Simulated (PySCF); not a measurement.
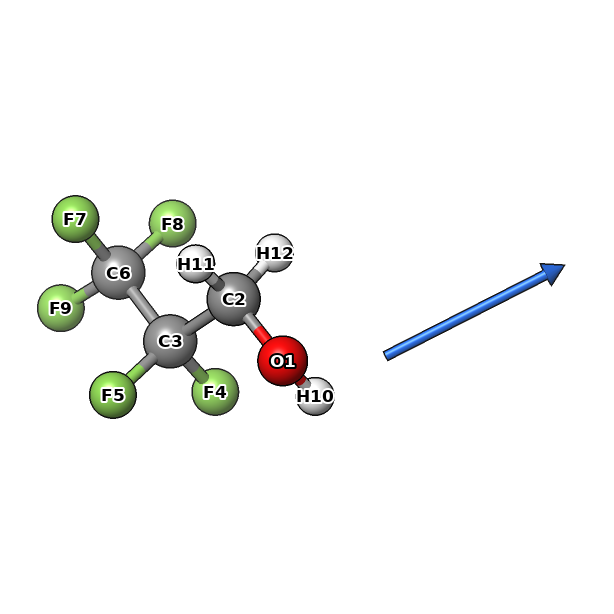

The arrow beside the molecule shows the direction of the dipole moment, from the negative to the positive end (its length means nothing). Geometry: an end point of a reaction path computed with GFN2-xTB. Level of theory: PBE0/pcSseg-1, gas phase (PySCF 2.14.0).

Estimate the dipole moment.

Answer. 1.55 D; it points from the side of F5, F9 to the side of H12 (the outermost atoms at the two ends).
